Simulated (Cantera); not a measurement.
Input: 1 mol LiCl, 15 mol H2O, 7.1 mol H2, at 98.0 mbar.

These are equilibrium values from Cantera (NASA tables, ideal gas, pure condensed phases), not measurements of a reactor. Candidate condensed phases: H2O, Li, LiCl, LiH, LiOH, Li2O; 25 gas species. The numbers say what is thermodynamically allowed, not how fast it happens.

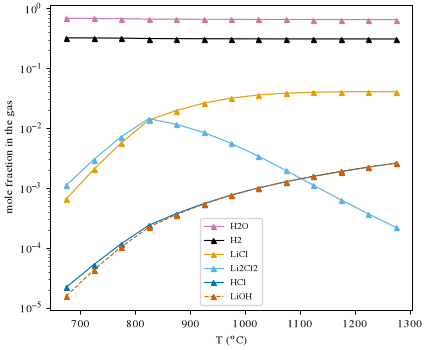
Figure: Equilibrium gas composition (values under 1e-9 drawn at 1e-9)

Q: Read off the mole fractions at 1125 °C.

A: H2O about 0.65, H2 about 0.31, LiCl about 0.040, HCl about 0.0016, LiOH about 0.0016, Li2Cl2 about 0.0011.
